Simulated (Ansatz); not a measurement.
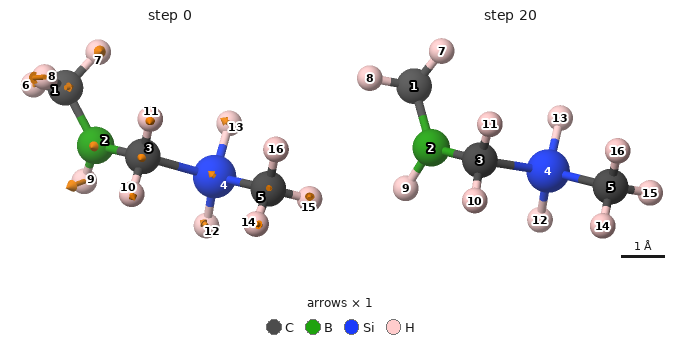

The structure of C3H11BSi (coarse preliminary run) before (left) and after (right) a relaxation, at one scale. The orange arrows give the displacements, at their true length.

Style: ball-and-stick. Shown from a free direction.

The start comes from a force field.

Level of theory: Ansatz 0.2.0, RKS PBE-D4/def2-SVP.

Input
```yaml
crystal:
  periodic: [false, false, false]
  atoms:
    - {symbol: C, position_ang: [-2.157200, -0.191400, -1.725100]}
    - {symbol: B, position_ang: [-0.734600, -0.615100, -1.378600]}
    - {symbol: C, position_ang: [-0.273200, -0.648400, 0.119300]}
    - {symbol: Si, position_ang: [1.270500, 0.532600, 0.352200]}
    - {symbol: C, position_ang: [1.769800, 0.463400, 2.114000]}
    - {symbol: H, position_ang: [-2.352700, -0.172900, -2.837100]}
    - {symbol: H, position_ang: [-2.334500, 0.896600, -1.381500]}
    - {symbol: H, position_ang: [-2.899400, -0.800100, -1.248800]}
    - {symbol: H, position_ang: [0.012300, -0.916700, -2.200300]}
    - {symbol: H, position_ang: [0.083500, -1.678800, 0.413300]}
    - {symbol: H, position_ang: [-1.075200, -0.345600, 0.832000]}
    - {symbol: H, position_ang: [2.322300, 0.126400, -0.507600]}
    - {symbol: H, position_ang: [0.723400, 1.915800, 0.003700]}
    - {symbol: H, position_ang: [2.061800, -0.548900, 2.404400]}
    - {symbol: H, position_ang: [2.619800, 1.151300, 2.269200]}
    - {symbol: H, position_ang: [0.940400, 0.809200, 2.815200]}
basis:
  gaussian: {orbitals: def2-SVP}
hamiltonian: {xc: pbe, dispersion: d4}
relax: {f_tol: 0.03, max_steps: 200}
```

Launched with:
```bash
ansatz run in.yaml --threads 4 --pin off --events-out ev --progress --plain --max-ram 10444MiB
```

### What changed between the two?

Over 17 accepted moves (20 points after the start) the energy falls by 10.5 kcal/mol. Largest force component: 2.9 eV/Å at the start, 0.026 eV/Å at the end. The line search rejected the trial steps at points 8, 13, 14 of the run. The forces were under the threshold at step 15, but the run went on from there. The largest move after the best rigid fit is that of H6, 0.95 Å. By element the largest moves are H 0.95 Å, B 0.29 Å, C 0.25 Å, Si 0.21 Å. Near-neighbour distances that change, for instance: Si4–H12 1.418 → 1.507 Å, B2–H9 1.151 → 1.226 Å, Si4–C5 1.832 → 1.892 Å, C1–H7 1.155 → 1.109 Å. Among the angles between lasting bonds that change: B2–C1–H7 109.7° → 115.7°, C3–Si4–H13 103.7° → 109.5°, B2–C1–H8 112.8° → 107.1°. Groups turn about C1–B2 by about 50°, B2–C3 by about 30°.
